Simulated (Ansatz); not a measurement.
The parent structure is TiAl (space group P4/mmm, No. 123; a = 2.7961 Å, c = 4.0378 Å; relaxed with 0.1 eV smearing). Axes: x, y, z lie along a, b, c of the conventional cell.

Structures relaxed with PBEsol (Ansatz, a program for electronic structure, PAW, without spin-orbit coupling), earlier PAW set.

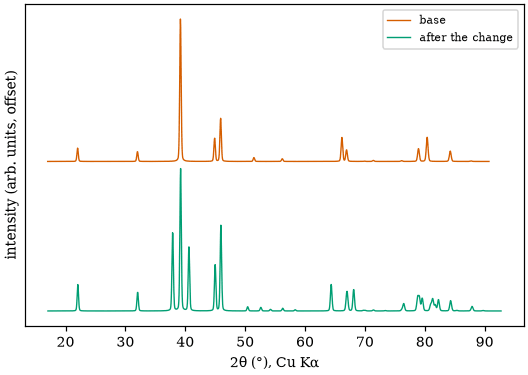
Figure: Simulated powder patterns before (top) and after one change

Problem. Name the change that was made.
A. biaxial strain −2.15 %, plane normal [001], relaxed out of plane
B. uniaxial strain ε_zz = +1.16 %
C. tensor shear ε_yz = −3.55 %
D. biaxial strain −2.76 %, plane normal [001], relaxed out of plane

Solution. C, tensor shear ε_yz = −3.55 %. Its volume per atom is 15.76 Å³ against 15.78 Å³, and its space group is P2/m (No. 10).

No phonon test of stability was made. All final runs are without spin polarisation.
